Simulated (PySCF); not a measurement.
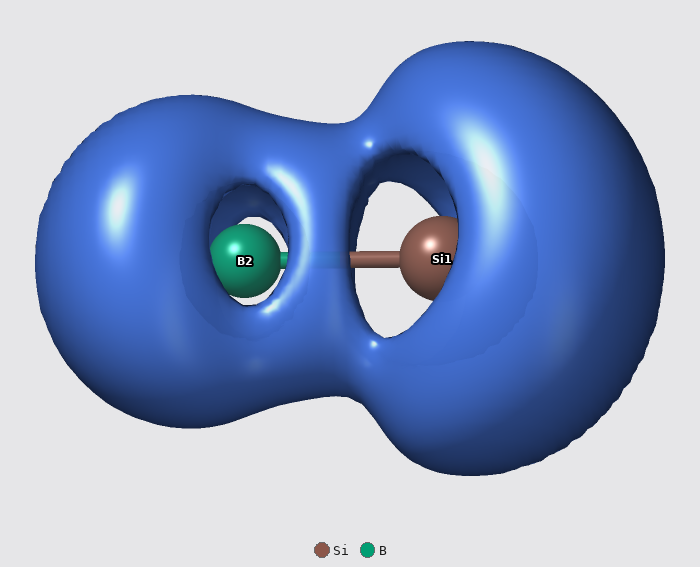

SiB (charge −1, triplet). Isosurface of the ELF at 0.75 (blue), seen from one side. Core shells and regions of very low density are left out.

The calculation used PBE0/aug-pcseg-1, non-relativistic, at a bond length of 1.870 Å (PySCF).

```xyz
2

Si    0.0000    0.0000   -0.5281
B     0.0000    0.0000    1.3419
```

What do the ELF domains correspond to?

At this value the surface marks out one joined region spread over several atoms (B, Si), in which their bonds and any lone pairs are merged. Along the contacts the grid gives the following. Si–B (1.87 Å): the ELF peaks at about 0.90 between the atoms; localised, covalent bonding.
